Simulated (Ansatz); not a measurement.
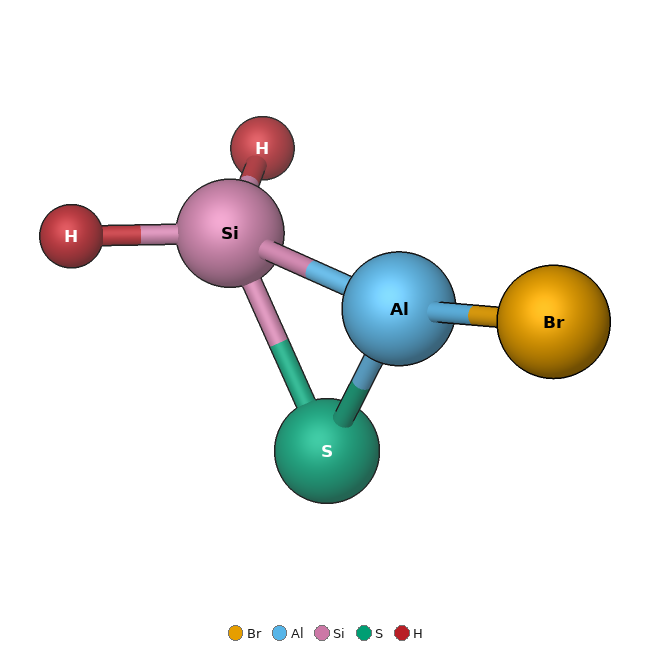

The picture shows a molecular structure as a ball-and-stick model. Every bond is drawn as one stick, whatever its order.

Count the atoms of each element.

Answer. AlBrH2SSi, 6 atoms: 1 aluminium, 1 bromine, 2 hydrogen, 1 sulfur and 1 silicon.

Name functional groups in it.

Answer. Among them: Si–H bond.

More results for the same structure follow; atom numbers are the same in all pictures, views and colours differ. The geometry was computed by an optimisation with PBE0-D4/def2-TZVP.

**Symmetry**

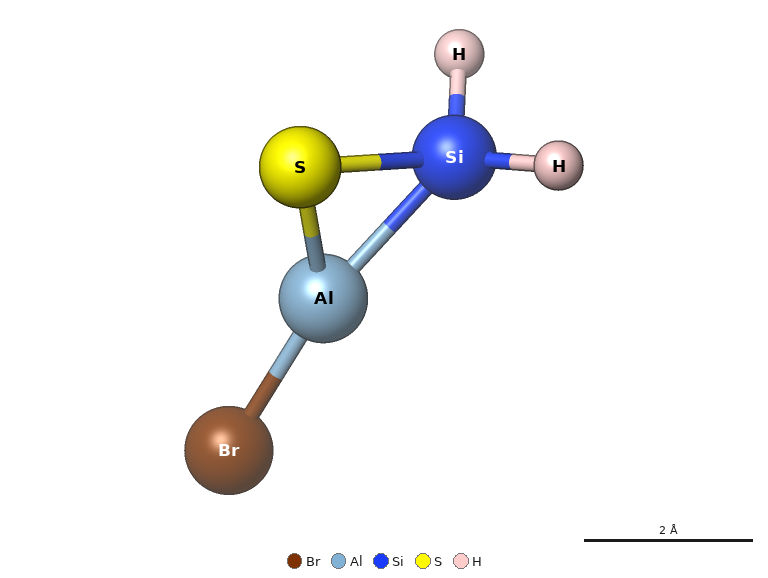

Atoms fade into the background with distance from the viewer. Masses are those of the most abundant isotopes; constants are for the rigid equilibrium geometry.

What kind of rotor is it, and what are its rotational constants in cm⁻¹?

Answer. An asymmetric top (Cs): A = 0.214, B = 0.0275, C = 0.0246 cm⁻¹. Ray's parameter κ is −0.97, close to the prolate limit.

**Charges**

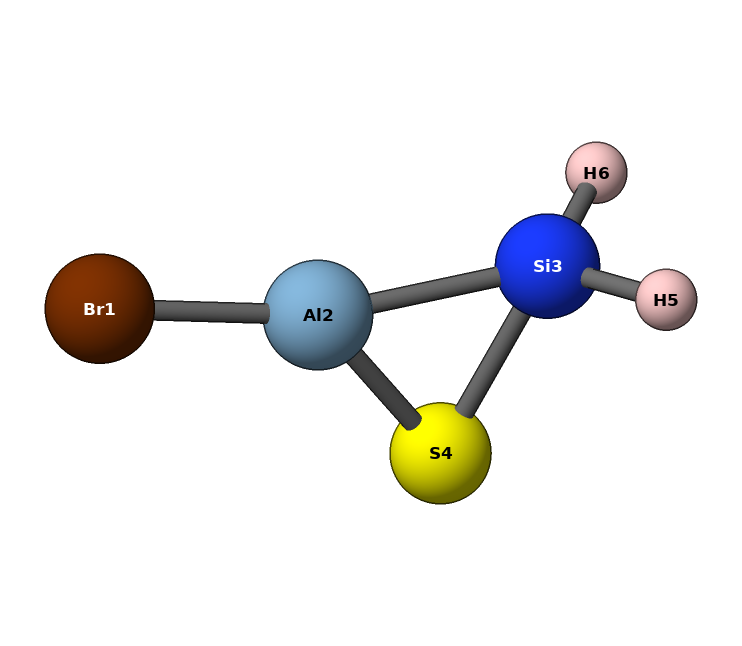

The questions are on Mulliken charges. Level of theory: RKS PBE0-D4/def2-TZVP (Ansatz 0.2.0).

Which atom carries the highest charge (most positive or least negative)?

Answer. Al2 (0.40 e).

And the lowest?

Answer. S4 (−0.26 e).

Give the Mulliken charges atom by atom.

| atom | value (e) |
| --- | --- |
| Br1 | −0.18 |
| Al2 | 0.40 |
| Si3 | 0.04 |
| S4 | −0.26 |
| H5 | 0.00 |
| H6 | 0.00 |

**Levels of theory compared**

Program: Ansatz 0.2.0.

Compare dipole (D), HOMO energy (eV) at these levels: B3LYP-D4/def2-TZVPP; PBE-D4/def2-TZVPP; r2SCAN-D4/def2-TZVPP; ωB97M-V/def2-TZVPP.

| level | dipole (D) | HOMO energy (eV) |
| --- | --- | --- |
| B3LYP-D4/def2-TZVPP | 1.41 | −6.66 |
| PBE-D4/def2-TZVPP | 1.21 | −5.87 |
| r2SCAN-D4/def2-TZVPP | 1.30 | −6.08 |
| ωB97M-V/def2-TZVPP | 1.47 | −8.78 |

**Thermal motion**

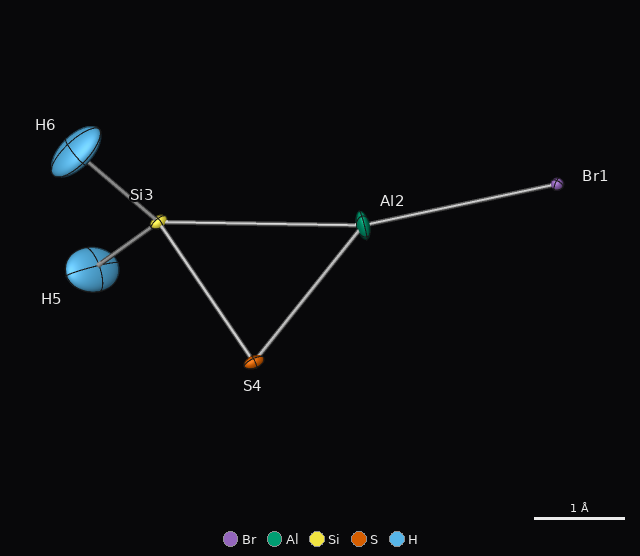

Displacement ellipsoids at the 50 % level, from the internal vibrations of the free molecule (harmonic, no overall translation or rotation; no half-axis is drawn under 0.075 Å). Vibrations computed with RKS PBE0-D4/def2-TZVP (Ansatz 0.2.0). Temperature: 298 K.

List U_eq and the three principal root-mean-square amplitudes for each kind of atom.

```json
{"atom": "Br1", "U_eq (Å²)": "0.00071", "rms amplitudes (Å)": "0.021, 0.025, 0.033"}
{"atom": "Al2", "U_eq (Å²)": "0.0090", "rms amplitudes (Å)": "0.032, 0.104, 0.122"}
{"atom": "Si3", "U_eq (Å²)": "0.0025", "rms amplitudes (Å)": "0.036, 0.036, 0.069"}
{"atom": "S4", "U_eq (Å²)": "0.0024", "rms amplitudes (Å)": "0.016, 0.030, 0.078"}
{"atom": "H5, H6", "U_eq (Å²)": "0.0314", "rms amplitudes (Å)": "0.095, 0.169, 0.238"}
```

Mulliken values depend strongly on the basis set and can even reverse the polarity of a bond.
